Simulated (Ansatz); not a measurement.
# One shape, several levels: H3S+ (sulfonium)

Wanted: a comparison of 6 runs (HF/3-21G, r2SCAN/6-31G, wB97M-V/3-21G, wB97M-V/6-31G, RPA@PBE/3-21G, CCSDTQ/3-21G) of H3S+ (sulfonium). 

The results are computed with Ansatz 0.2.0.

9 further runs of the same task are left out: 7 that didn't finish, 2 set aside as unsound or not needed.

## 1. The system as given

H3S+ has 4 atoms, charge +1, and is taken as a singlet. As SMILES, `[SH3+]`. The H2–S1 distance was set to 2.033 Å, away from the relaxed value. At this shape a bond of the SMILES string is far longer than usual.

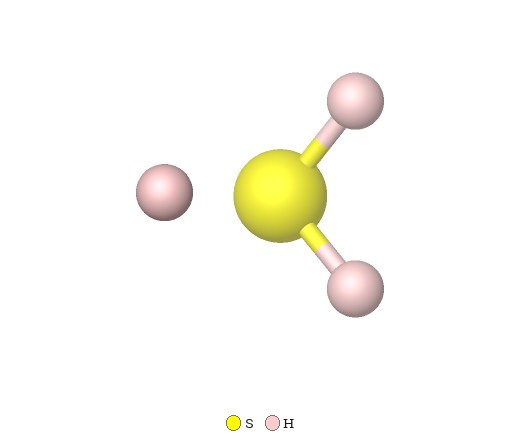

Viewed from a chosen angle; sulfur yellow, hydrogen pink.

## 2. The energy at HF/3-21G (run 1)

in.yaml reads:

```yaml
basis:
  gaussian: {orbitals: 3-21G.json}
crystal:
  periodic: [false, false, false]
  atoms:
    - {symbol: S, position_ang: [0.028417, -0.291827, -1.036107]}
    - {symbol: H, position_ang: [0.848020, 0.280920, 0.734350]}
    - {symbol: H, position_ang: [-0.767353, -1.228847, -0.465127]}
    - {symbol: H, position_ang: [-0.928703, 0.667003, -1.003597]}
total_charge: 1
hamiltonian: {xc: hf}
accuracy: high
```

The basis set 3-21G is read from a file made from the Basis Set Exchange's data (not shown).

Launch:

```sh
$ ansatz run in.yaml --threads 1 --pin off --max-ram 2610MiB --events-out events.jsonl --progress --plain --runs-dir runs
```

The log of the run:

```text
Warning: RAYON_NUM_THREADS=1 ignored (pool sized by the plan → 1); use --threads N
Functional definition: HF
  name "HF"
  exchange = exact_x
  correlation = 0
357 factors; integrals over basis functions are off by at most 2.8e-9 eV
mean field evaluation 1: about -10797.9815 eV, gradient 1.9e1 eV
mean field evaluation 2: about -10797.9775 eV, gradient 1.9e1 eV
mean field evaluation 4: about -10799.5233 eV, gradient 1.0e0 eV
mean field evaluation 8: about -10799.5300 eV, gradient 6.9e-4 eV
mean field -10799.53003501 eV, -396.8754086021 hartree, gradient 4.0e-8 eV, S^2 0.000000; 0 other end points of the search recorded, 0 dependent functions left out
reference -10799.53003501 eV, -396.8754086021 hartree; 9, 9 occupied and 10, 10 virtual orbitals, 357 factors
Total energy: -10799.53003501 eV, -396.8754086021 hartree
```

It took 0.08 s on 1 thread of Arm Neoverse V2, shared host.

## 3. A single-point energy at r2SCAN/6-31G (run 2)

job.yaml reads:

```yaml
crystal:
  periodic: [false, false, false]
  atoms:
    - {symbol: S, position_ang: [0.028417, -0.291827, -1.036107]}
    - {symbol: H, position_ang: [0.848020, 0.280920, 0.734350]}
    - {symbol: H, position_ang: [-0.767353, -1.228847, -0.465127]}
    - {symbol: H, position_ang: [-0.928703, 0.667003, -1.003597]}
basis:
  gaussian:
    orbitals: 6-31G
hamiltonian:
  xc: r2scan
accuracy: high
total_charge: 1
```

Launch:

```sh
$ ansatz run job.yaml --threads 1 --pin off --max-ram 2610MiB --events-out events.jsonl --progress --plain --runs-dir runs
```

The log of the run:

```text
Warning: RAYON_NUM_THREADS=1 ignored (pool sized by the plan → 1); use --threads N
Functional definition: r2SCAN
  name "r2SCAN"
  parameter k0 = 0.174
  parameter k1 = 0.065
  parameter a1 = 4.9479
  exchange = r2scan_x(k0 = k0, k1 = k1, a1 = a1)
  correlation = r2scan_c
407 factors; integrals over basis functions are off by at most 3.1e-9 eV
mean field evaluation 1: about -10866.6598 eV, gradient 3.0e1 eV
mean field evaluation 2: about -10856.6234 eV, gradient 5.4e1 eV
mean field evaluation 4: about -10870.8524 eV, gradient 3.3e0 eV
mean field evaluation 8: about -10870.9065 eV, gradient 3.1e-2 eV
mean field evaluation 16: about -10870.9065 eV, gradient 7.3e-8 eV
mean field -10870.90645682 eV, -399.4984437231 hartree, gradient 7.9e-8 eV, S^2 0.000000; 0 other end points of the search recorded, 0 dependent functions left out
reference -10870.90645725 eV, -399.4984437390 hartree; 9, 9 occupied and 10, 10 virtual orbitals, 407 factors
Total energy: -10870.90645725 eV, -399.4984437390 hartree
```

Wall time 1.5 s (1 thread of Arm Neoverse V2, shared host); peak memory 0.1 GiB.

Runs 3 to 5 aren't shown in full; the table further down has their settings and results.

## 4. The energy at CCSDTQ/3-21G (run 6)

Edit in.yaml of step 2 so:

```diff
@@ -1,3 +1 @@
-basis:
-  gaussian: {orbitals: 3-21G.json}
 crystal:
@@ -9,4 +7,7 @@
     - {symbol: H, position_ang: [-0.928703, 0.667003, -1.003597]}
+basis:
+  gaussian: {orbitals: 3-21G.json}
 total_charge: 1
-hamiltonian: {xc: hf}
+correlation: {method: ccsdtq, frozen_orbitals: {H: 0, S: 5}}
 accuracy: high
+scf: {omitted_lower_state_checks: [cluster_reference, increment]}
```

The basis set 3-21G is read from a file made from the Basis Set Exchange's data (not shown).

Launch:

```sh
$ ansatz run in.yaml --threads 1 --pin off --max-ram 2610MiB --events-out events.jsonl --progress --plain --runs-dir runs
```

The log of the run, shortened:

```text
Warning: RAYON_NUM_THREADS=1 ignored (pool sized by the plan → 1); use --threads N
[... 2 set-up lines as earlier in the session ...]
[...]
357 factors; integrals over basis functions are off by at most 2.8e-9 eV
[...]
mean field -10799.53003501 eV, -396.8754086021 hartree, gradient 4.0e-8 eV, S^2 0.000000; 0 other end points of the search recorded, 0 dependent functions left out; unrestricted orbitals would lower it
5 core orbitals not correlated: weight in the atoms' cores, before any rotation towards them, 1.000 or more for the frozen orbitals, at most 0.000 for the correlated occupied ones
reference -10799.53003501 eV, -396.8754086021 hartree; 4, 4 occupied and 10, 10 virtual orbitals, 357 factors
second order -2.22161412 eV of doubles, -0.00000000 eV of singles
cycle   1  -2.63394166 eV  change   -4.1e-1 eV  update   7.8e-2
[...]
cycle  22  -3.02132116 eV  change   4.1e-10 eV  update  2.9e-10
Total energy: -10802.55135616 eV, -396.9864401066 hartree
Checks for a lower state left out: cluster_reference, increment
```

Wall time 2.3 s (1 thread of Arm Neoverse V2, shared host).

## 5. All runs side by side

```
run          level  frozen core orbitals  energy (Eh)  wall time
  1       HF/3-21G                     –  -396.875409     0.08 s
  2   r2SCAN/6-31G                     –  -399.498444      1.5 s
  3  wB97M-V/3-21G                     –  -397.549199      7.2 s
  4  wB97M-V/6-31G                     –  -399.487523      7.5 s
  5  RPA@PBE/3-21G                     5  -397.033659     0.78 s
  6   CCSDTQ/3-21G                     5  -396.986440      2.3 s
```

## 6. Outcome

```
                                          quantity          value
                               run 6: total energy  -396.98644 Eh
run 6: correlation energy (5 core orbitals frozen)     -111.0 mEh
                              run 6: T1 diagnostic          0.023
```

**Reading.** Totals of different functionals can't be ranked against each other. In run 6 the log says that unrestricted orbitals would lower the reference, so the values rest on an unstable closed-shell determinant (other closed-shell runs at this shape may share the fault). All runs together took 19 s, the longest 7.5 s.
